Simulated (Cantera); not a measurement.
Input: 1 mol Al(CH3)3, 0.38 mol O2, a varied amount of N2, held at 600 K and 13300 Pa.

Method: chemical equilibrium by Gibbs-energy minimisation in Cantera with the NASA 1993 tables (ideal gas, pure condensed phases). Candidate condensed phases: Al, AlN, Al2O3, C, C6H6, C7H8, C8H18, H2O; 148 gas species. The feed counts by its element totals alone. Rates play no part.

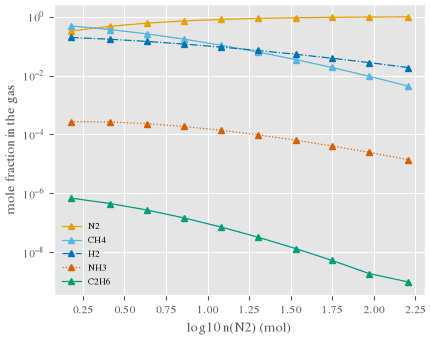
Equilibrium gas composition (values under 1e-9 drawn at 1e-9)

Q: Read off the mole fractions at 2.6 mol N2.

A: N2 about 0.47, CH4 about 0.36, H2 about 0.17, NH3 about 0.00027, C2H6 about 4.5e-7.
